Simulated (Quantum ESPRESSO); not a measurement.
Cost against accuracy: ecutwfc for SiNi (Pnma, 8 atoms in the cell)

Cell: a = 5.1415 Å, b = 3.3213 Å, c = 5.5698 Å, α = 90.00°, β = 90.00°, γ = 90.00°.

Computed with PBE, PSlibrary ultrasoft (PBE) pseudopotentials (plane waves; Quantum ESPRESSO).

Base settings: ecutwfc = 50 Ry; ecutrho = 300 Ry; occupations = smearing; smearing = marzari-vanderbilt; degauss = 0.0147 Ry; potentials = {Si: Si.pbe-n-rrkjus_psl.1.0.0.UPF, Ni: Ni.pbe-n-rrkjus_psl.1.0.0.UPF}; K_POINTS = automatic 4 6 3 0 0 0; conv_thr = 1e-10 Ry; mixing_beta = 0.7.

Misses are taken against the tightest run, 100 Ry (ecutrho: 300 Ry → 600 Ry), which need not be fully converged itself. The energy is the free energy per atom.

The count of work is k-points × plane waves × bands × iterations; it is no time, and leaves out set-up, grids and terms that scale otherwise. Core times come from one kind of shared machine and are given to one figure; runs under 30 s give none.

The starting cell comes from a database of computed structures (which also holds hypothetical and non-ambient phases and stackings), without a prior relaxation at this level. Spin polarisation is off. In the base run, with a pressure of about 5 GPa the cell is away from its equilibrium volume at this level. Without a gap this mesh is coarse (it stands for a supercell whose shortest vector is 17 Å).

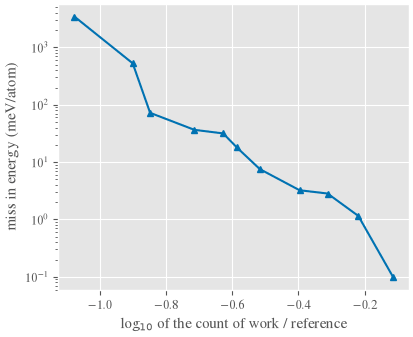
Figure: Miss against the count of work; the reference run is not drawn, and misses under 0.1 meV/atom are drawn there.

| ecutwfc | energy less reference (meV/atom) | pressure less reference (GPa) | largest difference in the force on any atom (eV/Å) | count of work / reference | core time / reference (rough) |
|---|---|---|---|---|---|
| 20 Ry (ecutrho: 300 Ry → 120 Ry) | 3456.23 | -216.87 | 0.177 | 0.084 | 0.1 |
| 25 Ry (ecutrho: 300 Ry → 150 Ry) | 527.94 | -48.87 | 0.041 | 0.13 | 0.1 |
| 30 Ry (ecutrho: 300 Ry → 180 Ry) | 72.35 | -6.43 | 0.009 | 0.14 | 0.2 |
| 35 Ry (ecutrho: 300 Ry → 210 Ry) | 36.53 | 0.02 | 0.004 | 0.19 | 0.2 |
| 40 Ry (ecutrho: 300 Ry → 240 Ry) | 31.66 | -0.68 | 0.002 | 0.24 | 0.3 |
| 45 Ry (ecutrho: 300 Ry → 270 Ry) | 18.13 | -1.04 | 0.001 | 0.26 | 0.3 |
| 50 Ry | 7.55 | -0.58 | 0.001 | 0.30 | 0.4 |
| 57 Ry (ecutrho: 300 Ry → 342 Ry) | 3.23 | -0.03 | 0.000 | 0.40 | 0.5 |
| 65 Ry (ecutrho: 300 Ry → 390 Ry) | 2.83 | -0.03 | 0.000 | 0.49 | 0.5 |
| 75 Ry (ecutrho: 300 Ry → 450 Ry) | 1.15 | -0.10 | 0.000 | 0.60 | 0.6 |
| 88 Ry (ecutrho: 300 Ry → 528 Ry) | 0.07 | 0.01 | 0.000 | 0.77 | 0.8 |
| 100 Ry (ecutrho: 300 Ry → 600 Ry) | 0.00 | 0.00 | 0.000 | 1.0 | 1 |

Coarsest setting among those run that, with all tighter ones, holds the energy within 20 meV/atom of the reference: 45 Ry (ecutrho: 300 Ry → 270 Ry), off by 18 meV/atom; it needs 0.26 of the reference's count of work and about 0.3 of the reference's time.

Coarsest setting among those run that, with all tighter ones, holds the energy within 2 meV/atom of the reference: 75 Ry (ecutrho: 300 Ry → 450 Ry), off by 1.2 meV/atom; its saving against the reference is no more than about a factor of 2 in the count of work.

The step from 30 Ry (ecutrho: 300 Ry → 180 Ry) to 57 Ry (ecutrho: 300 Ry → 342 Ry): it takes the miss in the energy from 72 to 3.2 meV/atom, for 2.8 times the count of work and roughly 3 times the time.
